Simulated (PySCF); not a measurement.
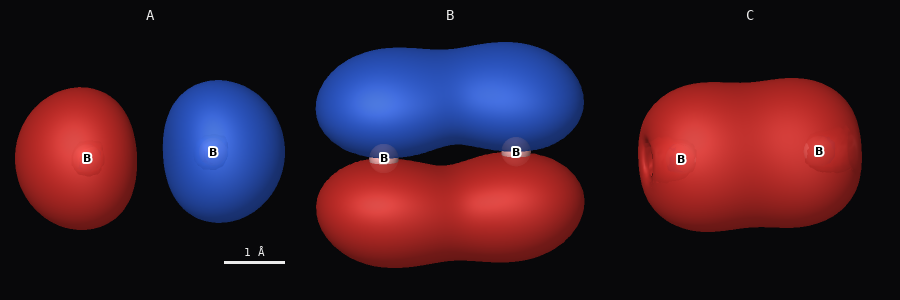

Figure. B₂ (charge +1, doublet). Three frontier β-spin orbitals, each drawn at the value that holds 80 % of its norm (red and blue are the two phases), in no order; of a degenerate pair one member is drawn.

Theory: PBE0/6-31G(d,p), non-relativistic, at a bond length of 2.182 Å (PySCF).

### Label each orbital by symmetry, say whether it is occupied, and order them by energy.

Orbital C: σg, occupied in this spin, −20.27 eV; with no node between the nuclei.
Orbital A: σu, occupied in this spin, −15.73 eV; antibonding, with a node between the atoms.
Orbital B: πu, empty in this spin, −10.37 eV; with no node between the nuclei, bonding.
